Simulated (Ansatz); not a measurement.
## Fields on a plane of Fe2CoO4 (spinel)

```xyz
14
Lattice="0.0000 4.0701 4.0701 4.0701 0.0000 4.0701 4.0701 4.0701 0.0000" Properties=species:S:1:pos:R:3 pbc="T T T"
Fe     3.0526     3.0526     1.0175
Fe     3.0526     1.0175     3.0526
Fe     1.0175     1.0175     1.0175
Fe     1.0175     3.0526     3.0526
Co     6.1051     6.1051     6.1051
Co     4.0701     4.0701     4.0701
O      5.1355     5.1355     3.0046
O      5.0397     7.1705     5.0397
O      3.0046     3.0046     3.0046
O      7.1705     5.0397     5.0397
O      5.1355     3.0046     5.1355
O      5.0397     5.0397     7.1705
O      3.0046     5.1355     5.1355
O      7.1705     7.1705     7.1705
```

The slice is a {100} plane (indices of the conventional cell) through the point (0.125, 0.125, 0.125) (fractional), spanned by u = [100] and v = [0 1 -1] in vectors of this cell: u (5.76 Å) and v (5.76 Å, at 90° to u). It covers one period; positions are fractions (u, v).

Atoms on it: Fe at (0.00, 0.00); Fe at (0.50, 0.00); O at (0.25, 0.24); O at (0.75, 0.24); O at (0.25, 0.76); O at (0.75, 0.76).

Level of theory: PBEsol (plane waves to 420 eV, PAW, scalar-relativistic; Ansatz, a first-principles code). k mesh 8×8×8. These are valence fields of a PAW run, semicore shells included where kept as valence: close to a nucleus they are smooth pseudo fields. Fe2CoO4 is run spin-polarised and with no Hubbard U. Fe2CoO4 was relaxed with its symmetry unable to fall. Relaxed Fe2CoO4 ends with moments of both signs. Other magnetic orders were not checked, so this need not be the ground state.

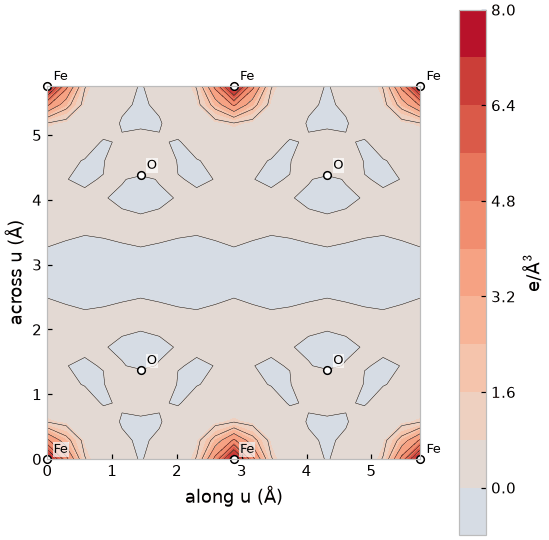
Figure. Spin density, up minus down in e/Å³, one period of the plane, atoms marked. 

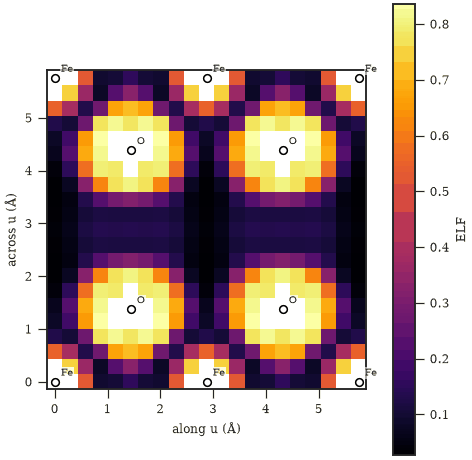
*ELF of the down spins, one period of the plane, atoms marked. Points within 0.4 Å of a nucleus are left white, as the pseudised field means little there.*

| Property | Value |
|---|---|
| Density on the Fe–O line (1.99 Å) at its midpoint | 0.63 e/Å³ |
| ELF at that point | 0.2 |
